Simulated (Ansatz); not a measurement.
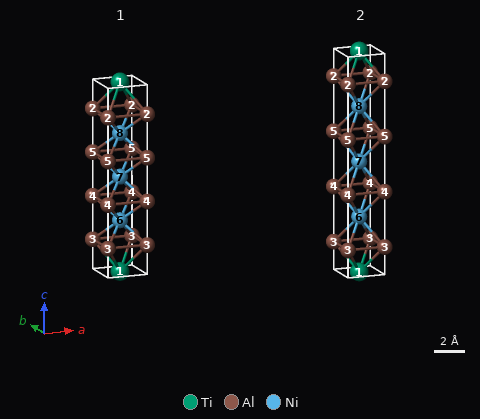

Two geometries of solid TiAl₄Ni₃ (a generated structure, set up in P4/mmm) (coarse preliminary run), drawn at one scale. One is the start of a relaxation, the other its converged end. Style: ball-and-stick. Shown: the cell of the calculation, slightly off an axis.

Theory: DFT PBE, scalar-relativistic, plane waves, PAW (Ansatz 0.2.0). Set-up: plane-wave cutoff 420 eV; k-point mesh 6 × 6 × 1; occupations gaussian; smearing width 0.1 eV; collinear spin; cell and atoms relaxed; force threshold 0.04 eV/Å; at most 70 steps.

Q: Which geometry has the lower energy?

A: Structure 1 is the relaxed one. Over 5 accepted moves (6 points after the start) the energy falls by 219 meV per atom. The largest force component goes from 2.1 to 0.029 eV/Å. The pressure goes from 0.90 to −0.09 GPa. At 1 point the geometry stayed and the basis and grid were re-selected for the new cell (energy shift of 1.0 meV per atom at most each time). The largest moves relative to the cell, 0.39 Å, are those of Al2 and Al3. Al2 goes along −c. By element the largest moves are Al 0.39 Å, Ni 0.27 Å. Ti stays in place. The drawn cell changes as follows: a = b 2.643 → 2.831 Å (+7.1 %), c 15.297 → 13.126 Å (−14.2 %); the volume changes by −1.6 %. Among the contacts that change: Ni6–Ni6 2.643 → 2.831 Å, Ti1–Ti1 2.643 → 2.831 Å, Al2–Al2 2.643 → 2.831 Å, Ti1–Al2 2.674 → 2.853 Å. The space group stays P4/mmm (No. 123). The program noted that the starting moments weren't kept. Cost: 2.4 min on 1 thread of Intel(R) Xeon(R) Processor @ 2.70GHz (shared host), peak memory 0.49 GiB.

Limits of the set-up: the k-point mesh is coarse for a cell with partly filled bands.
